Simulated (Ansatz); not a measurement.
A series of calculations on TiSiNH8O2Cl

**1. Relaxation**

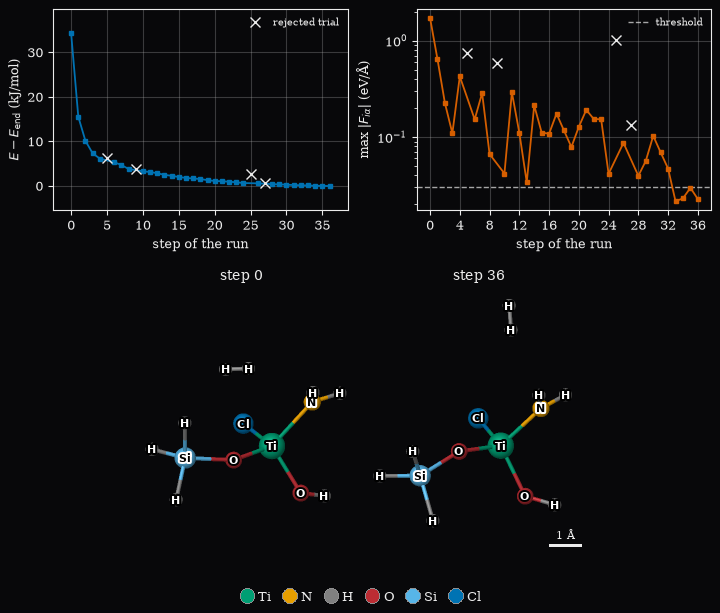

First and last geometry of a relaxation of TiSiNH₈O₂Cl, with the history of the run. A ball-and-stick model, seen at a tilt.

The run prepares an end point of a later path (reaction) calculation, from a guessed geometry.

These are results of RKS PBE/def2-SVP (Ansatz), not measurements.

Input file:
```yaml
crystal:
  periodic: [false, false, false]
  atoms:
    - { symbol: Ti, position_ang: [-0.128654, -0.101394, 0.076755] }
    - { symbol: "N", position_ang: [-0.179759, 0.089865, 2.067949] }
    - { symbol: H, position_ang: [-0.995248, 0.413731, 2.600357] }
    - { symbol: H, position_ang: [0.666678, 0.168751, 2.642296] }
    - { symbol: O, position_ang: [1.541734, -0.354325, -0.50275] }
    - { symbol: Si, position_ang: [2.825856, -1.299454, -1.055536] }
    - { symbol: H, position_ang: [2.286529, -2.493194, -1.792201] }
    - { symbol: H, position_ang: [3.686344, -0.476005, -1.970303] }
    - { symbol: H, position_ang: [3.641316, -1.754927, 0.122928] }
    - { symbol: O, position_ang: [-0.744032, 1.396616, -0.679864] }
    - { symbol: H, position_ang: [-1.610616, 1.822019, -0.548779] }
    - { symbol: Cl, position_ang: [-1.555287, -1.70096, -0.552061] }
    - { symbol: H, position_ang: [0.885168, -2.521271, 1.326852] }
    - { symbol: H, position_ang: [0.584671, -2.020252, 1.753657] }
basis:
  gaussian: { orbitals: def2-SVP }
hamiltonian:
  xc: pbe
relax:
  f_tol: 0.03
  max_steps: 50
output:
  orbitals: {}
```

Run as
```bash
ansatz run input.yaml --threads 4 --pin off --max-ram 5120MiB --backend cpu --events-out ev --progress --plain --runs-dir out
```

Read the history and describe the run.

Answer. It converged. After 32 accepted moves (36 points after the start) the energy has fallen by 34.3 kJ/mol. The largest force component goes from 1.7 to 0.023 eV/Å. The line search rejected the trial steps at points 5, 9, 25, 27 of the run. The largest move after the best rigid fit is that of H13, 2.57 Å. Largest moves by element: H 2.57 Å, Si 0.57 Å, O 0.45 Å, N 0.34 Å, Ti 0.26 Å, Cl 0.18 Å. Near-neighbour distances that change, for instance: Ti1–H13 2.906 → 4.415 Å, Ti1–H14 2.646 → 3.654 Å, Ti1–N2 2.001 → 1.874 Å, H13–H14 0.724 → 0.771 Å. Among the angles between lasting bonds that change: N2–Ti1–O5 111.1° → 106.8°, Ti1–O5–Si6 153.8° → 157.8°, O10–Ti1–Cl12 105.1° → 108.5°. Groups turn about Ti1–O5 by about 115°, O5–Si6 by about 110°, Ti1–O10 by about 55°. Cost: 50 s on 4 threads of Intel(R) Xeon(R) 6975P-C (Granite Rapids), with other jobs on the host, peak memory 0.26 GiB.

Limits of the set-up: the start holds two separate molecules, 2.3 Å apart at their closest, whose relative position is a soft coordinate and is computed without a dispersion correction.

**2. Relaxation**

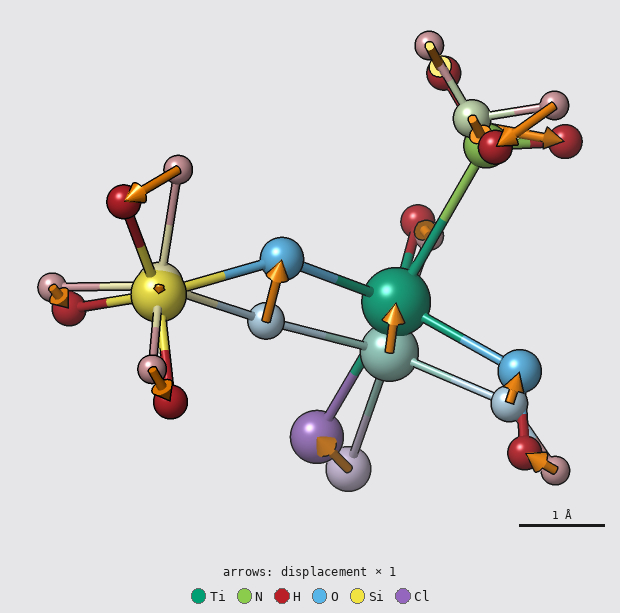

This is a relaxation of TiSiNH₈O₂Cl. The starting structure is drawn faded, the final one solid; orange arrows show the displacements, at their true length. The two geometries are superimposed by the best rigid fit.

Style: ball-and-stick. Shown at a tilt.

The run prepares an end point of a later path (reaction) calculation, from a guessed geometry.

All numbers below come from RKS PBE/def2-SVP (Ansatz 0.2.0).

Input file:
```yaml
crystal:
  periodic: [false, false, false]
  atoms:
    - { symbol: Ti, position_ang: [-0.442787, -0.694293, -0.543871] }
    - { symbol: "N", position_ang: [0.604462, -0.135941, 2.481247] }
    - { symbol: H, position_ang: [0.2153, 0.614658, 3.067985] }
    - { symbol: H, position_ang: [1.305934, -0.62204, 3.055421] }
    - { symbol: O, position_ang: [1.273969, -1.097016, -0.771408] }
    - { symbol: Si, position_ang: [2.93747, -1.327155, -0.863599] }
    - { symbol: H, position_ang: [3.190858, -2.666542, -1.4981] }
    - { symbol: H, position_ang: [3.555299, -0.24554, -1.705844] }
    - { symbol: H, position_ang: [3.54322, -1.303728, 0.51181] }
    - { symbol: O, position_ang: [-0.887011, 1.025711, -0.402272] }
    - { symbol: H, position_ang: [-1.527506, 1.574123, -0.889672] }
    - { symbol: Cl, position_ang: [-1.656354, -1.630706, -2.128157] }
    - { symbol: H, position_ang: [-1.03188, -1.504577, 0.833632] }
    - { symbol: H, position_ang: [-0.176274, -0.817753, 2.342129] }
basis:
  gaussian: { orbitals: def2-SVP }
hamiltonian:
  xc: pbe
relax:
  f_tol: 0.03
  max_steps: 50
```

Launched with:
```bash
ansatz run input.yaml --threads 4 --pin off --max-ram 5120MiB --backend cpu --events-out ev --progress --plain --runs-dir out
```

Question: Describe the change and its energy.

Answer: The atom that moves furthest after the best rigid fit is H14 (1.11 Å). By element the largest moves are H 1.11 Å, O 0.84 Å, Cl 0.81 Å, Ti 0.64 Å, N 0.59 Å, Si 0.11 Å. Some distances before and after: Ti1–H4 4.002 → 2.810 Å, Ti1–H3 3.898 → 2.781 Å, Ti1–N2 3.250 → 2.253 Å, Ti1–H14 2.901 → 2.781 Å. New bonds form, among them: Ti1–N2 (3.25 → 2.25 Å). Bond angles that change, for instance: Ti1–O5–Si6 173.2° → 146.6°, Cl12–Ti1–H13 100.9° → 90.3°, Ti1–O10–H11 131.9° → 122.3°. Groups turn about Ti1–O10 by about 25°. The energy falls by 16.3 kcal/mol in 26 accepted moves (27 points after the start). The largest force component goes from 0.44 to 0.025 eV/Å. The line search rejected the trial step at point 14 of the run.

**3. Path**

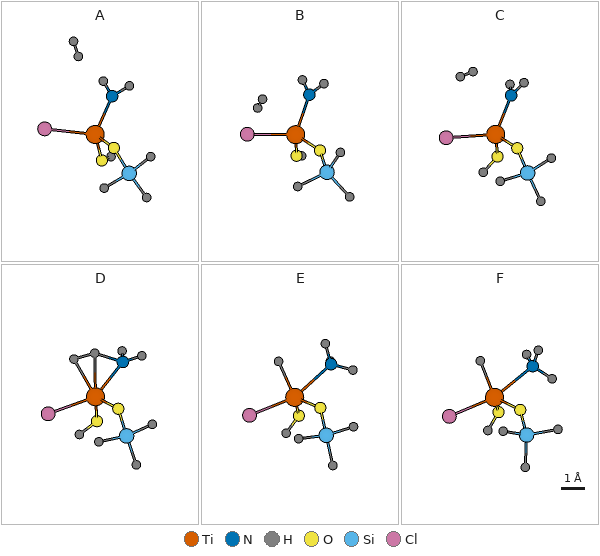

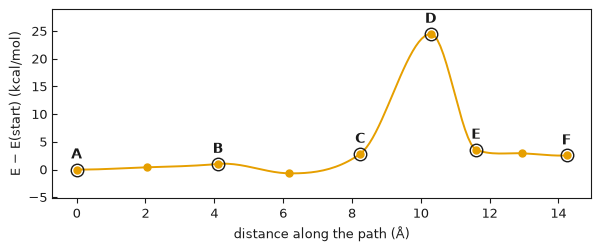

A search for the minimum-energy path of TiSiNH₈O₂Cl, made up at the start of TiSiNH₆O₂Cl and H2 by the nudged elastic band. Images are numbered from 0 (start) to 8 (end). Frames A to F are images 0, 2, 4, 5, 6, 8. Style: ball-and-stick. Shown from a free direction.

Computed with RKS PBE/def2-SVP in Ansatz. Run with 7 movable images; climbing image; force threshold 0.05 eV/Å; iteration limit 60; starting path through a guess of the saddle point.

### What happens along the path, and what is the barrier?

The path has more than one stage, and so few images may leave a stage unresolved. Breaking: H–H (0.77 → 2.61 Å). Forming: H–N (2.72 → 1.03 Å), H–Ti (4.42 → 1.72 Å). Forward barrier 24.5 kcal/mol, backward barrier 22.0 kcal/mol, with image 5 at the top; the reaction energy is +2.5 kcal/mol. Image 3 lies below both ends, at −0.7 kcal/mol, which points to an intermediate minimum that so few images don't resolve. The profile has 2 maxima (images 2, 5) with a dip at image 3 (−0.7 kcal/mol), so the process runs in steps. The band converged in 43 iterations. The largest component of the band force went from 190 to 0.047 eV/Å. The climbing image converged on the top of the path. Its vibrational analysis gives one imaginary mode (1038i cm⁻¹), as a transition state must have.

Limits of the set-up: the start holds two separate molecules, 2.7 Å apart at their closest, whose relative position is a soft coordinate and is computed without a dispersion correction.
